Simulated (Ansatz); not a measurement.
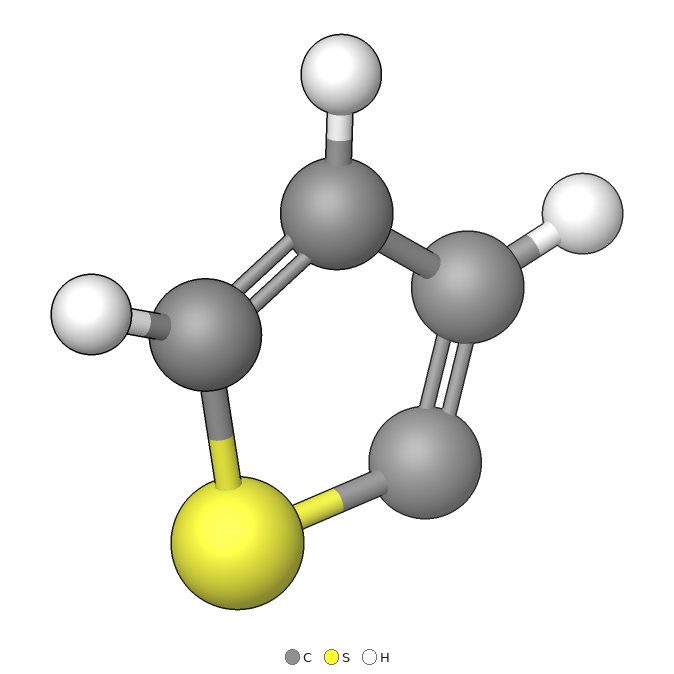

A ball-and-stick model of a molecule. Double and triple bonds are drawn as two and three sticks.

Charge 0, doublet.

> Count the atoms of each element.

C₄H₃S, 8 atoms: 4 carbon, 3 hydrogen and 1 sulfur.

> Count the bonded pairs by element.

3 C–C, 3 C–H, 2 C–S.

The parts below concern this one geometry. Atoms keep their numbers from picture to picture. The computed structure is the end point of a PBE0-D4/def2-TZVP optimisation.

Geometry

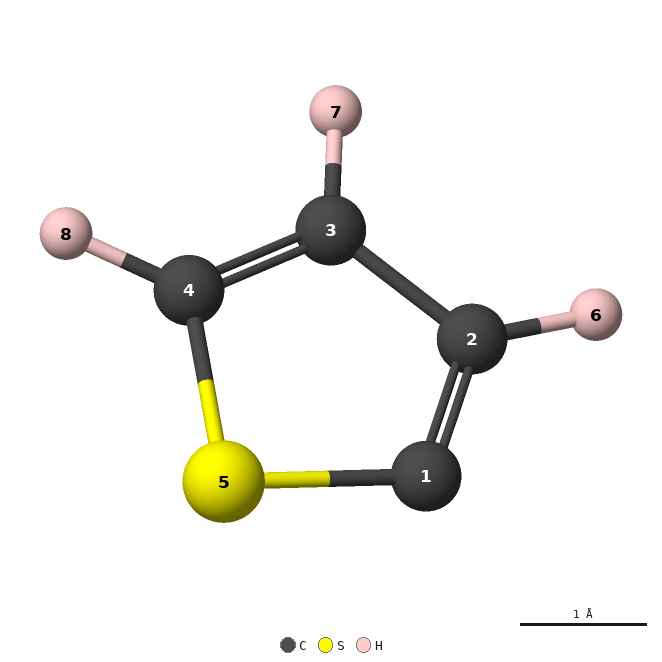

The atoms are numbered.

Give these bond angles: C2–C1–S5, C1–C2–C3, C1–C2–H6, C3–C2–H6, C2–C3–C4, C2–C3–H7, C4–C3–H7, C3–C4–S5, C3–C4–H8, S5–C4–H8, C1–S5–C4.

```csv
angle,degrees
C2–C1–S5,115.7
C1–C2–C3,109.2
C1–C2–H6,125.8
C3–C2–H6,125.0
C2–C3–C4,113.3
C2–C3–H7,123.4
C4–C3–H7,123.3
C3–C4–S5,111.6
C3–C4–H8,128.4
S5–C4–H8,120.0
C1–S5–C4,90.1
```

Electronic properties

Properties computed with UKS PBE-D4/def2-TZVPP (Ansatz 0.2.0).

> Give the ⟨S²⟩ of the determinant at this level.

0.758.

> What is the dipole moment?

1.09 D.

> Estimate the dispersion correction.

−20.8 kJ/mol.

> Give the HOMO energy (Kohn–Sham orbital) at this level.

−5.86 eV.

Vibrations

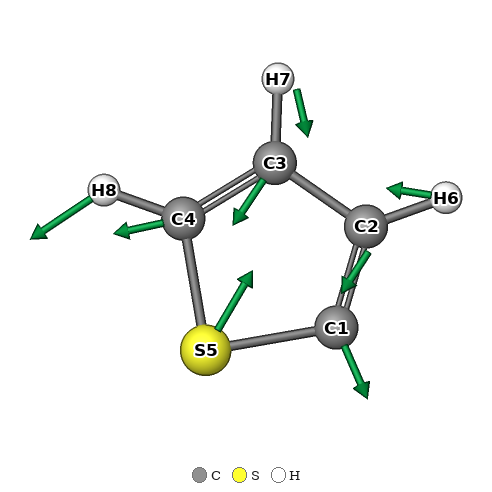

The arrows show one normal mode. Harmonic vibrations computed with UKS PBE0-D4/def2-TZVP (Ansatz 0.2.0) at a stationary point of the same level.

> Estimate its harmonic wavenumber.

616 cm⁻¹; it is mode 3 of 18 counted from the lowest.

Thermal motion

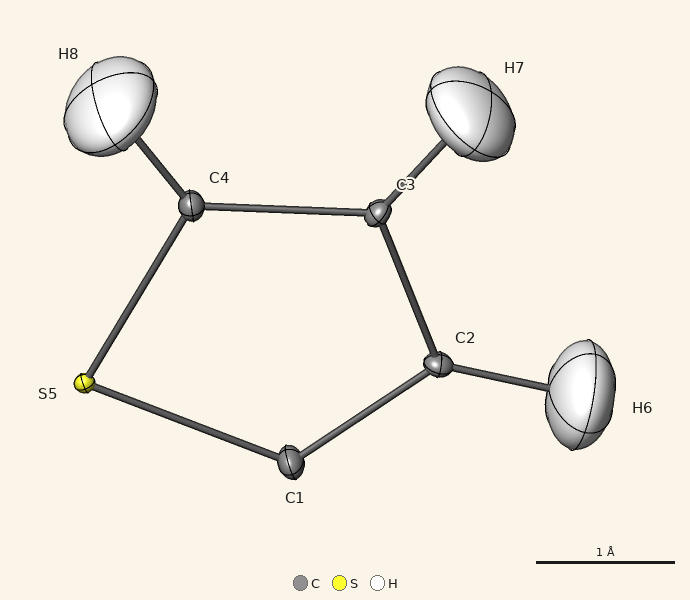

Displacement ellipsoids at the 50 % level, enlarged 2 times, from the internal vibrations of the free molecule (harmonic, no overall translation or rotation; no half-axis is drawn under 0.075 Å). Vibrations computed with UKS PBE0-D4/def2-TZVP (Ansatz 0.2.0). Temperature: 298 K.

> Which atom moves most?

H8, with U_eq = 0.0152 Å².

> Does H8 move more along its bond or across it?

Across it: the root-mean-square amplitude is 0.078 Å along the bond and up to 0.158 Å across, since bending and torsion are softer than stretching.

Give the displacement parameters, one line for each set of equivalent atoms.

| atom | U_eq (Å²) | rms amplitudes (Å) |
| --- | --- | --- |
| C1 | 0.0016 | 0.030, 0.038, 0.050 |
| C2 | 0.0011 | 0.028, 0.035, 0.037 |
| C3 | 0.0011 | 0.027, 0.036, 0.036 |
| C4 | 0.0013 | 0.031, 0.037, 0.040 |
| S5 | 0.00034 | 0.015, 0.016, 0.023 |
| H6 | 0.0146 | 0.078, 0.119, 0.154 |
| H7 | 0.0138 | 0.078, 0.118, 0.147 |
| H8 | 0.0152 | 0.078, 0.121, 0.158 |
